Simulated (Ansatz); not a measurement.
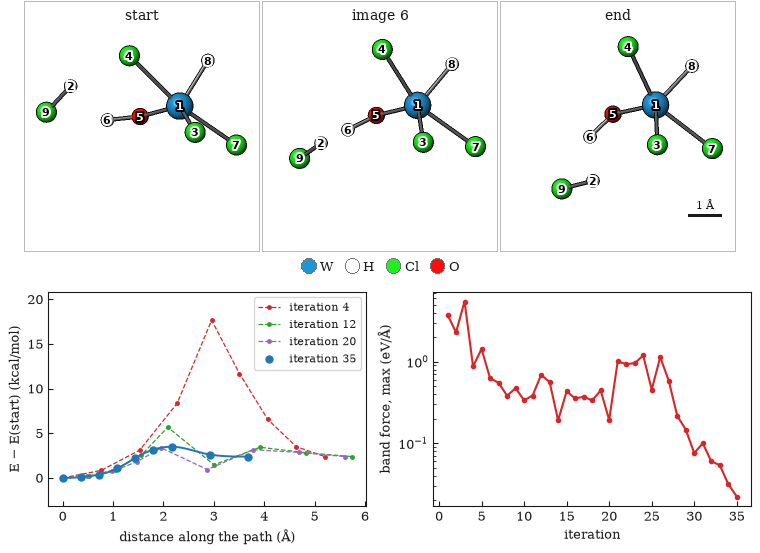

NEB run on WH₃OCl₄ (multiplicity 2). Images are numbered from 0 (start) to 8 (end). The plot follows the band through its iterations. A ball-and-stick model, seen from a free direction.

Level of theory: UKS PBE/def2-SVP in Ansatz 0.2.0. Run with 7 movable images; climbing image; force threshold 0.03 eV/Å; iteration limit 44; starting path through a guess of the saddle point.

Question: Did the band converge, and can the barrier be trusted?

Answer: The result is final at these settings. The band converged in 35 iterations. The largest component of the band force went from 3.8 to 0.022 eV/Å. The climbing image converged on the top of the path. Its vibrational analysis gives one imaginary mode (146i cm⁻¹), as a transition state must have. The first iteration put the highest image at 58.95 kcal/mol. The energy climbs by 3.49 kcal/mol to image 6 and then falls by 1.10 kcal/mol, so the end point sits at +2.39 kcal/mol.

Cost: 17 min on 4 threads of Arm Neoverse V2 (shared host), peak memory 0.44 GiB.
